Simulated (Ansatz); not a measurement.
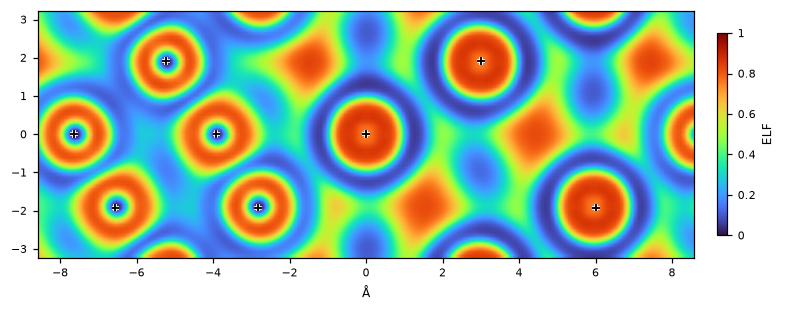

The ELF on a plane through atoms (crosses mark nuclei in the plane).

All numbers below come from DFT PBE, scalar-relativistic, plane waves, PAW (Ansatz).

Candidates:
A. Ta$_{2}$Sn$_{3}$, a = 8.62 Å, b = 4.80 Å, c = 5.74 Å, α = 90.00°, β = 91.88°, γ = 90.00°. Space group C2/m; a generated structure, not necessarily the stable one; changed on purpose from its base cell (the structure that the rattled cell fell into).
B. Ca$_{3}$Zr$_{3}$N$_{2}$, a = 3.32 Å, b = 3.32 Å, c = 16.47 Å, α = 90.00°, β = 90.00°, γ = 120.00°. Space group P-3m1; a generated structure, not necessarily the stable one; changed on purpose from its base cell (volume × 0.88, shape and atoms relaxed); computed pressure about 9 GPa in this cell.
C. MgCd$_{2}$Se, a = 3.96 Å, b = 3.96 Å, c = 12.27 Å, α = 90.00°, β = 90.00°, γ = 90.00°. Space group P4/nmm; a generated structure, not necessarily the stable one; changed on purpose from its base cell (volume × 1.03, shape and atoms relaxed).

Question: Which candidate gave the map?

Answer: Candidate B: Ca$_{3}$Zr$_{3}$N$_{2}$ on the (110) plane of the conventional cell, which holds Ca, Zr and N. Zr–N (2.21 Å): the ELF peaks at about 0.80 in the valence shell of N, 0.6 Å from its nucleus, and drops to about 0.20 between the two atoms; no localised pair shows between them. Zr–Zr (3.08 Å): the ELF is about 0.15 at the midpoint: no localised pair shows between them.
